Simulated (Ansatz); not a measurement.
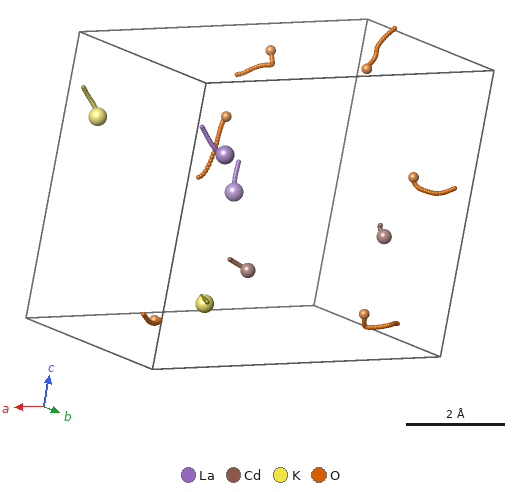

Molecular dynamics of an amorphous cell of composition KLaCdO$_{3}$ (12 atoms in the cell), 60 fs long. Dots mark each atom's position at evenly spaced times, in the colour of its element; spheres stand at the starting positions. Seen from a free direction in the simulation cell.

Level of theory: DFT, PAW plane waves, PBE (Ansatz 0.2.0). Run with plane-wave cutoff 420 eV; k-point mesh 3 × 3 × 3; cold smearing 0.15 eV; Langevin thermostat and barostat (NPT); set temperature 600 K; time step 1 fs; target pressure 0 GPa.

Input file:
```yaml
crystal:
  lattice:
    - [6.209642, -0.366076, -1.348234]
    - [-0.071014, 6.245448, -0.549794]
    - [0.095185, 0.180456, 5.982537]
  atoms:
    - { symbol: La, position: [0.363689, 0.020115, 0.415598] }
    - { symbol: La, position: [0.727567, 0.666806, 0.677519] }
    - { symbol: Cd, position: [0.469834, 0.452226, 0.224167] }
    - { symbol: Cd, position: [0.03366, 0.492123, 0.330185] }
    - { symbol: K, position: [0.821111, 0.918067, 0.206903] }
    - { symbol: K, position: [0.96782, 0.183115, 0.734868] }
    - { symbol: O, position: [0.164005, 0.72564, 0.107298] }
    - { symbol: O, position: [0.103981, 0.774041, 0.590833] }
    - { symbol: O, position: [0.326588, 0.016255, 0.908259] }
    - { symbol: O, position: [0.569333, 0.290945, 0.737324] }
    - { symbol: O, position: [0.67155, 0.258465, 0.02439] }
    - { symbol: O, position: [0.21327, 0.51066, 0.927735] }
kpoints:
  mp_grid: { grid: [3, 3, 3] }
magnetization:
  spin_polarized: false
scf:
  occupations: { method: cold, width: 0.15 }
hamiltonian:
  pseudopotentials: { kind: paw }
  xc: pbe
basis:
  ecutwfc: 420
md:
  timestep: 1.0
  n_steps: 60
  ensemble: npt_langevin
  temperature: 600.0
  initial_velocities: maxwell_boltzmann
  seed: 312209
  pressure: 0.0
```

Launched with:
```bash
ansatz run input.yaml --threads 2 --pin off --max-ram 2560MiB --backend cpu --events-out ev --progress --plain --runs-dir out
```

### What do the traces tell about the motion?

In the second half of the run the atoms are, in the root-mean-square, this far from where they began (common drift taken out): O 0.70 Å, La 0.40 Å, K 0.31 Å, Cd 0.26 Å. The run lasts only 60 fs, too short to tell vibration from diffusion.

Limits of the set-up: the periodic images lie only 6.0 Å apart, so the values are limited by the cell's size.
